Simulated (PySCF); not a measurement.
## Electronic structure of C$_{2}$H$_{5}$Br$_{3}$Si (SiEtBr3) in real space

| atom | x (Å) | y (Å) | z (Å) |
| --- | --- | --- | --- |
| Si | -0.2285 | -0.4472 | -1.3065 |
| C | -0.2711 | -0.4137 | 0.5577 |
| C | 0.4567 | 0.7632 | 1.1967 |
| H | 0.1553 | -1.3782 | 0.8845 |
| H | -1.3371 | -0.4347 | 0.8435 |
| H | 0.3879 | 0.7155 | 2.2940 |
| H | 1.5241 | 0.7680 | 0.9290 |
| H | 0.0284 | 1.7248 | 0.8755 |
| Br | 1.8694 | -0.4824 | -2.0294 |
| Br | -1.2159 | 1.3504 | -2.1510 |
| Br | -1.2711 | -2.2513 | -2.0633 |

Geometry: PBE0-D3(BJ)/def2-SVP.

These are results of B3LYP/def2-SVPD, SCF density, gas phase in PySCF 2.14.0, not measurements.

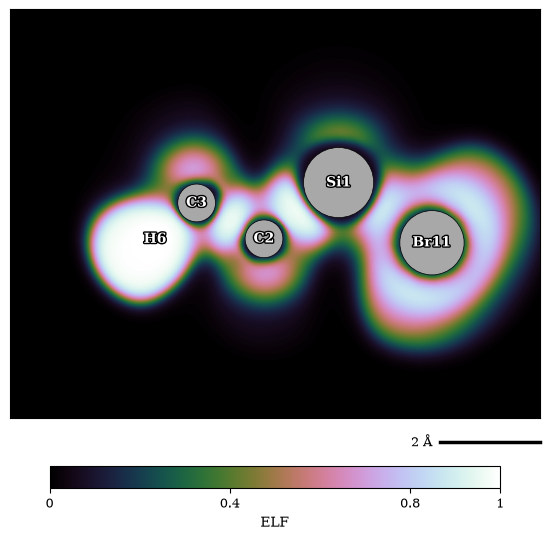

Figure 1. Electron localisation function on the plane of atoms C2, Si1 and Br11. Grey discs cover the atomic cores.

Q: What does the map show?

A:
- The plane passes through Si, C, H and Br nuclei.
- C–C (1.52 Å): the ELF peaks at about 0.95 between the atoms; a shared electron pair.
- C–Si (1.87 Å): the ELF peaks at about 0.95 between the atoms; localised, covalent bonding.
- Si–Br (2.22 Å): the ELF peaks at about 0.85 between the atoms; a shared but strongly polarised pair.
- C–H (1.10 Å): the ELF climbs to about 1 towards the hydrogen, as it does in any bond to H (a covalent bond by its length).
- The ELF also peaks beside Br11, away from the bonds: lone-pair regions.

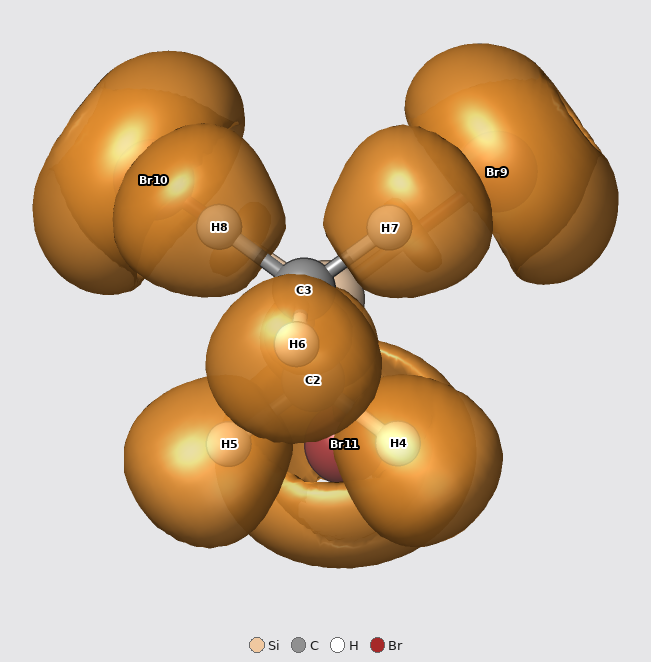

Figure 2. Isosurface of the electron localisation function at 0.8 (orange), seen at an oblique angle. Only the valence region is drawn (cores and ρ < 0.01 e/Å³ removed).

Q: Describe the localisation domains.

A: The ELF exceeds this value in three regions between bonded Br–Si atoms (shared pairs), one region between bonded C–C atoms (shared pairs), one region between bonded C–Si atoms (shared pairs), five regions around hydrogen nuclei and three rings or bowls of non-bonding electrons around Br.

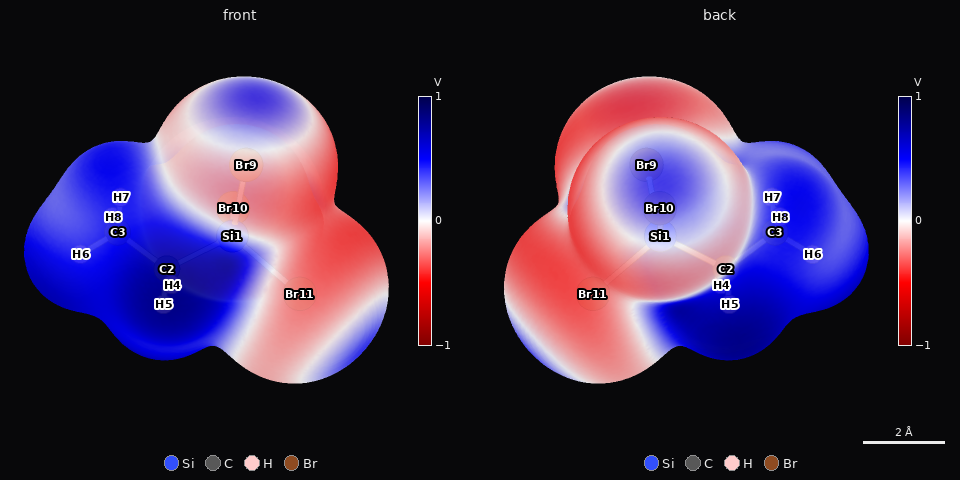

Figure 3. The molecular electrostatic potential painted on the density surface at 0.001 e/bohr³, seen from the front and from behind; red is negative and blue positive.

Q: Describe the electrostatic potential map.

A: The most negative region (about −0.4 V) lies over Br9, Br10 and Br11, the most positive (about +0.8 V) over H4 and H5. Br9 shows a σ-hole: about +0.4 V at the tip opposite its bond, against about −0.2 V on its flanks. Br10 shows a σ-hole: about +0.4 V at the tip opposite its bond, against about −0.2 V on its flanks. Br11 shows a σ-hole: about +0.4 V at the tip opposite its bond, against about −0.3 V on its flanks.
